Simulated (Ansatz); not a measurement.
Input

```
crystal:
  periodic: [false, false, false]
  atoms:
    - { symbol: B, position_ang: [0.118658, 0.625072, -0.37419] }
    - { symbol: H, position_ang: [0.124197, -0.317414, 1.837807] }
    - { symbol: "N", position_ang: [1.349092, 0.023945, -0.656381] }
    - { symbol: H, position_ang: [1.415535, -0.876908, -1.089674] }
    - { symbol: H, position_ang: [2.237693, 0.428442, -0.424249] }
    - { symbol: H, position_ang: [-0.898776, 0.061957, -0.673055] }
    - { symbol: "N", position_ang: [0.015314, 1.957587, 0.251623] }
    - { symbol: H, position_ang: [0.805023, 2.496056, 0.556055] }
    - { symbol: H, position_ang: [-0.870984, 2.388737, 0.4295] }
    - { symbol: H, position_ang: [-0.042653, 0.375228, 1.879863] }
basis:
  gaussian: { orbitals: def2-SVP }
hamiltonian:
  xc: { name: BHLYP }
  dispersion: d4
relax:
  f_tol: 0.03
  max_steps: 50
output:
  orbitals: {}
```

Run with:

```sh
ansatz run input.yaml --threads 2 --pin off --max-ram 3072MiB --backend cpu --events-out ev --progress --plain --runs-dir out
```

The fields are those of the relaxed geometry.

These are results of Ansatz 0.2.0, RKS BHLYP-D4/def2-SVP, not measurements.

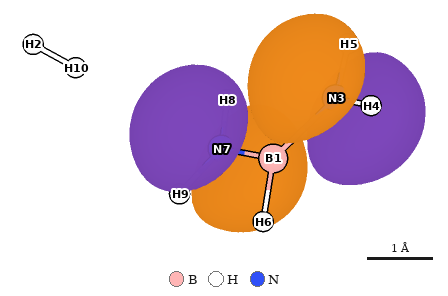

BH₅N₂···H₂. The HOMO at ±0.1 Å⁻³ᐟ² (orange and purple are the two phases), seen at a tilt.

> Describe this orbital and give its energy.

Its weight (Hirshfeld) is mainly on N3 (about 40 %) and N7 (about 40 %); largely a combination of lone pairs on N3 and N7. Its energy is −8.04 eV.
